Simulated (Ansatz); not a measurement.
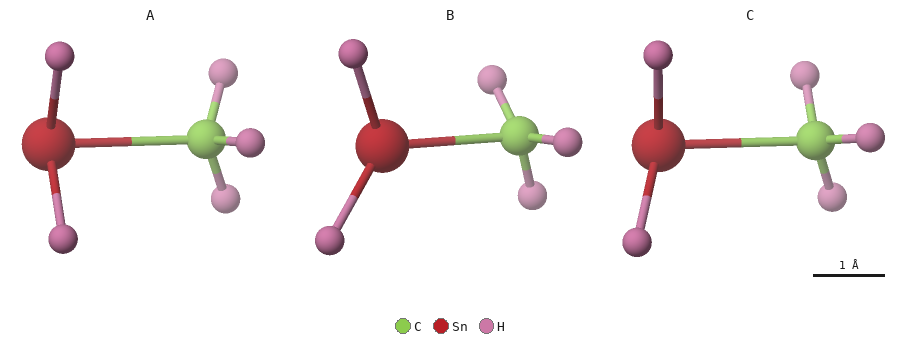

3 geometries from one relaxation of CH5Sn (charge −1), in shuffled order. The picture is a ball-and-stick view, seen from a free direction.

It is one of the separated reactants of a reaction.

Theory: RKS PBE-D4/def2-SVPD (Ansatz). Settings: force threshold 0.03 eV/Å; at most 250 steps.

Q: Order the frames from highest to lowest energy.

A: B, C, A. They are steps 0, 2, 7, at +1.762 eV, +0.240 eV relative to the last. The largest move after the best rigid fit is that of the Sn atom, 0.53 Å. By element the largest moves are Sn 0.53 Å, H 0.48 Å, C 0.19 Å. Near-neighbour distances that change, for instance: C–Sn 2.079 → 2.297 Å, H–Sn 1.750 → 1.829 Å, C–H 1.060 → 1.111 Å, H–Sn 1.791 → 1.830 Å. Bond angles that change, for instance: C–Sn–H 128.2° → 93.0°, H–C–H 135.6° → 108.3°, Sn–C–H 84.1° → 110.0°. Over 7 geometry steps the energy falls by 1.762 eV. Largest force component: 4 eV/Å at the start, 0.0073 eV/Å at the end.
